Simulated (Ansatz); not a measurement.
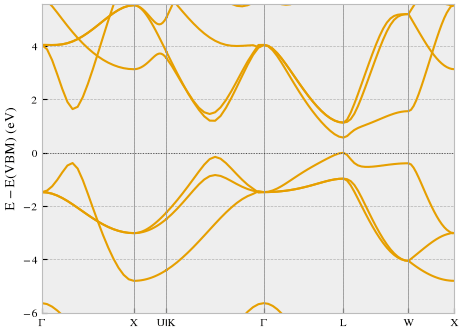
Fig. 1. Band structure from LDA (plane waves, PAW; program Ansatz)

Question: Read off the gap and where the band edges lie.

Answer: About 0.6 eV (0.57 eV by a search for the band edges); maximum at L, minimum at L.

The material is TePb (rock salt, Fm-3m).

The cell was relaxed with LDA under the symmetry of its start; of distortions, only those at the zone centre were tested. Scalar-relativistic: spin–orbit coupling is off unless named, which matters more the heavier the elements.

Potentials: the later of the program's two PAW sets.
